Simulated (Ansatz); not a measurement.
# C2H3FO (acetyl fluoride): levels of theory compared

We compute a comparison of 6 runs (B3LYP/6-31G*, PBE/aug-cc-pVDZ, PBE0/aug-cc-pVDZ, revPBE/aug-cc-pVDZ, CCSD(T)/aug-cc-pVDZ) of C2H3FO (acetyl fluoride). 

The calculation is run with Ansatz 0.2.0.

50 further runs of the same task are left out: 50 set aside as unsound or not needed.

## Step 1: The molecule

C2H3FO has 7 atoms, charge 0, and is taken as a singlet. As SMILES, `CC(=O)F`. The C1–H6 distance was set to 1.419 Å, away from the relaxed value.

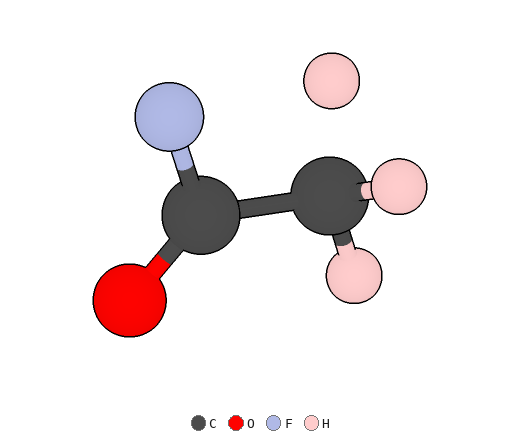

The structure, seen from a chosen angle (carbon dark grey, oxygen red, fluorine light blue, hydrogen pink).

## Step 2: The energy at B3LYP/6-31G(d) (spherical functions) (run 1)

in.yaml reads:

```yaml
basis:
  gaussian: {orbitals: 6-31G_st_-spherical.json}
crystal:
  periodic: [false, false, false]
  atoms:
    - symbol: C
      position_ang: [0.276708, 0.254507, 0.523683]
    - symbol: C
      position_ang: [-0.903492, 0.205107, -0.380537]
    - symbol: O
      position_ang: [-2.044012, 0.073767, -0.111727]
    - symbol: F
      position_ang: [-0.519292, 0.337087, -1.669357]
    - symbol: H
      position_ang: [-0.043282, 0.147557, 1.556703]
    - symbol: H
      position_ang: [1.180650, -0.783140, 0.176830]
    - symbol: H
      position_ang: [0.801108, 1.201867, 0.384653]
hamiltonian: {xc: {name: B3LYP}}
accuracy: high
output: {orbitals: {seedname: orbitals}}
```

The basis set 6-31G* is read from a file made from the Basis Set Exchange's data (not shown).

The run is started by

```sh
$ ansatz run in.yaml --threads 1 --pin off --max-ram 3480MiB --events-out events.jsonl --progress --plain --runs-dir runs
```

What it wrote:

```text
Warning: RAYON_NUM_THREADS=1 ignored (pool sized by the plan → 1); use --threads N
Functional definition: B3LYP
  name "B3LYP"
  parameter a0 = 0.2
  parameter ax = 0.72
  parameter ac = 0.81
  exchange = (1 - a0 - ax)*slater_x + ax*b88_x + a0*exact_x
  correlation = (1 - ac)*vwn_rpa_c + ac*lyp_c
1432 factors; integrals over basis functions are off by at most 3.5e-9 eV
mean field evaluation 1: about -6880.5657 eV, gradient 5.3e1 eV
mean field evaluation 2: about -6869.8580 eV, gradient 9.2e1 eV
mean field evaluation 4: about -6885.8672 eV, gradient 3.1e0 eV
mean field evaluation 8: about -6885.8764 eV, gradient 1.1e-1 eV
mean field evaluation 16: about -6885.8764 eV, gradient 2.1e-6 eV
mean field -6885.87643815 eV, -253.0512916873 hartree, gradient 3.7e-8 eV, S^2 0.000000; 0 other end points of the search recorded, 0 dependent functions left out
reference -6885.87646426 eV, -253.0512926470 hartree; 16, 16 occupied and 46, 46 virtual orbitals, 1432 factors
Total energy: -6885.87646426 eV, -253.0512926470 hartree
```

It took 3.9 s on 1 thread of Arm Neoverse V1, shared host; peak memory 0.17 GiB.

## Step 3: A single-point energy at B3LYP/6-31G(d) (Cartesian functions) (run 2)

run.yaml reads:

```yaml
crystal:
  periodic: [false, false, false]
  atoms:
    - {symbol: C, position_ang: [0.276708, 0.254507, 0.523683]}
    - {symbol: C, position_ang: [-0.903492, 0.205107, -0.380537]}
    - {symbol: O, position_ang: [-2.044012, 0.073767, -0.111727]}
    - {symbol: F, position_ang: [-0.519292, 0.337087, -1.669357]}
    - {symbol: H, position_ang: [-0.043282, 0.147557, 1.556703]}
    - {symbol: H, position_ang: [1.180650, -0.783140, 0.176830]}
    - {symbol: H, position_ang: [0.801108, 1.201867, 0.384653]}
basis:
  gaussian:
    orbitals: "6-31G*"
hamiltonian:
  xc: {name: B3LYP}
accuracy: high
output:
  orbitals: {seedname: orbitals}
```

The run is started by

```sh
$ ansatz run run.yaml --threads 1 --pin off --max-ram 3480MiB --events-out events.jsonl --progress --plain --runs-dir runs
```

What it wrote:

```text
Warning: RAYON_NUM_THREADS=1 ignored (pool sized by the plan → 1); use --threads N
Functional definition: B3LYP
  name "B3LYP"
  parameter a0 = 0.2
  parameter ax = 0.72
  parameter ac = 0.81
  exchange = (1 - a0 - ax)*slater_x + ax*b88_x + a0*exact_x
  correlation = (1 - ac)*vwn_rpa_c + ac*lyp_c
1460 factors; integrals over basis functions are off by at most 3.3e-9 eV
mean field evaluation 1: about -6880.6624 eV, gradient 5.3e1 eV
mean field evaluation 2: about -6869.9116 eV, gradient 9.3e1 eV
mean field evaluation 4: about -6885.9690 eV, gradient 3.3e0 eV
mean field evaluation 8: about -6885.9805 eV, gradient 1.1e-1 eV
mean field evaluation 16: about -6885.9805 eV, gradient 2.5e-6 eV
mean field -6885.98053725 eV, -253.0551172585 hartree, gradient 4.5e-8 eV, S^2 0.000000; 0 other end points of the search recorded, 0 dependent functions left out
reference -6885.98056335 eV, -253.0551182178 hartree; 16, 16 occupied and 50, 50 virtual orbitals, 1460 factors
Total energy: -6885.98056335 eV, -253.0551182178 hartree
```

Wall time 3.9 s (1 thread of Arm Neoverse V1, shared host); peak memory 0.18 GiB.

Runs 3 to 5 aren't shown in full; the table further down has their settings and results.

## Step 4: A single-point energy at CCSD(T)/aug-cc-pVDZ (run 6)

input.yaml reads:

```yaml
crystal:
  periodic: [false, false, false]
  atoms:
    - symbol: C
      position_ang: [0.276708, 0.254507, 0.523683]
    - symbol: C
      position_ang: [-0.903492, 0.205107, -0.380537]
    - symbol: O
      position_ang: [-2.044012, 0.073767, -0.111727]
    - symbol: F
      position_ang: [-0.519292, 0.337087, -1.669357]
    - symbol: H
      position_ang: [-0.043282, 0.147557, 1.556703]
    - symbol: H
      position_ang: [1.180650, -0.783140, 0.176830]
    - symbol: H
      position_ang: [0.801108, 1.201867, 0.384653]
basis:
  gaussian:
    orbitals: aug-cc-pVDZ
total_charge: 0
correlation:
  method: ccsd_t
  frozen_orbitals: {C: 1, F: 1, H: 0, O: 1}
scf:
  omitted_lower_state_checks: [cluster_reference, increment]
accuracy: high
```

The run is started by

```sh
$ ansatz run input.yaml --threads 1 --pin off --max-ram 3480MiB --events-out events.jsonl --progress --plain --runs-dir runs
```

What it wrote (excerpt; [...] marks lines left out):

```text
Warning: RAYON_NUM_THREADS=1 ignored (pool sized by the plan → 1); use --threads N
Functional definition: HF
  name "HF"
[...]
2390 factors; integrals over basis functions are off by at most 3.2e-9 eV
[...]
mean field -6851.59756815 eV, -251.7915664498 hartree, gradient 1.2e-8 eV, S^2 0.000000; 0 other end points of the search recorded, 0 dependent functions left out
4 core orbitals not correlated: weight in the atoms' cores, before any rotation towards them, 1.000 or more for the frozen orbitals, at most 0.000 for the correlated occupied ones
reference -6851.59756815 eV, -251.7915664498 hartree; 12, 12 occupied and 103, 103 virtual orbitals, 2390 factors
second order -18.47248750 eV of doubles, -0.00000000 eV of singles
cycle   1  -18.43561345 eV  change    3.7e-2 eV  update   1.1e-1
[...]
cycle  22  -19.07820695 eV  change    1.6e-9 eV  update   2.4e-9
perturbative correction -0.65570189 eV, -0.0240965999 hartree
Total energy: -6871.33147699 eV, -252.5167742236 hartree
Checks for a lower state left out: cluster_reference, increment
```

It took 63 s on 1 thread of Arm Neoverse V1, shared host; peak memory 1.2 GiB.

## Step 5: Overview of the runs

```
run                               level  Cartesian functions  frozen core orbitals  energy (Eh)  HOMO energy (eV)  LUMO energy (eV)  HOMO–LUMO gap (eV)  wall time
  1  B3LYP/6-31G* (spherical functions)                   no                     –  -253.051293             -8.33             -0.78                7.55      3.9 s
  2  B3LYP/6-31G* (Cartesian functions)                  yes                     –  -253.055118             -8.34             -0.78                7.55      3.9 s
  3                     PBE/aug-cc-pVDZ                   no                     –  -252.826799             -7.34             -2.12                5.22      8.7 s
  4                    PBE0/aug-cc-pVDZ                   no                     –  -252.827797             -9.04             -1.10                7.94       10 s
  5                  revPBE/aug-cc-pVDZ                   no                     –  -253.024499             -7.28             -2.05                5.23        9 s
  6                 CCSD(T)/aug-cc-pVDZ                   no                     4  -252.516774                 –                 –                   –       63 s
```

## Step 6: Outcome

| quantity | value |
| --- | --- |
| run 6: total energy | -252.51677 Eh |
| run 6: correlation energy (4 core orbitals frozen) | -725.2 mEh |
| run 6: (T) correction | -24.10 mEh |
| run 6: T1 diagnostic | 0.015 |

**Reading.** Over runs 1, 2, 3, 4, 5 the HOMO–LUMO gap runs from 5.22 eV (PBE/aug-cc-pVDZ) to 7.94 eV (PBE0/aug-cc-pVDZ). Totals of different functionals can't be ranked against each other. All runs together took 99 s, the longest 63 s.
